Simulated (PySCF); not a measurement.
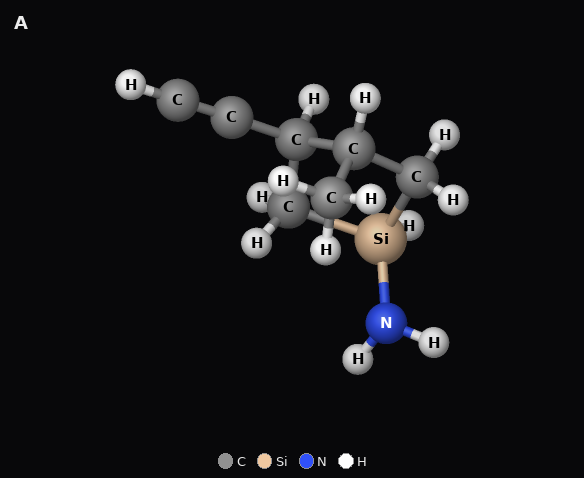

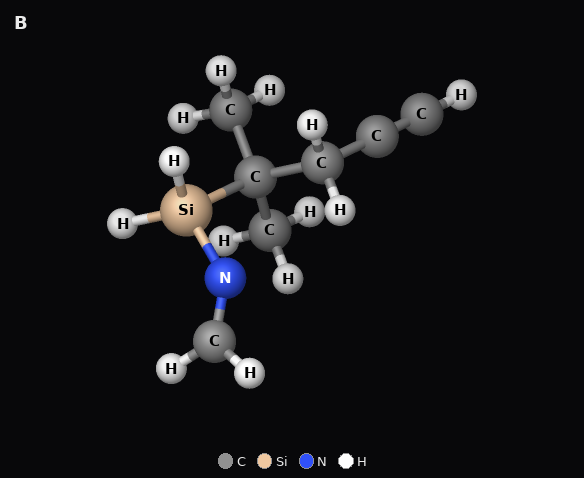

2 stationary structures of one formula. Geometries: GFN2-xTB. Electronic energies: PBE0/pcSseg-1 (PySCF 2.14.0), without zero-point energy. No frequency run is at hand to confirm each as a minimum. Each is one conformer, not always the lowest.

> How are they related?

They are constitutional isomers of C7H13NSi: A `C#C[C@@H]1C[Si@H](N)C[C@@H]1C`, B `C#CCC(C)(C)[SiH2]N=C`.

> Which is lowest in energy, and by how much?

A is lowest; B lies 151.1 kJ/mol above it.

The geometry is semi-empirical. Around Si such bond lengths and angles can be off by a tenth of an ångström or more and by several degrees, and values that hang on the shape move with them.
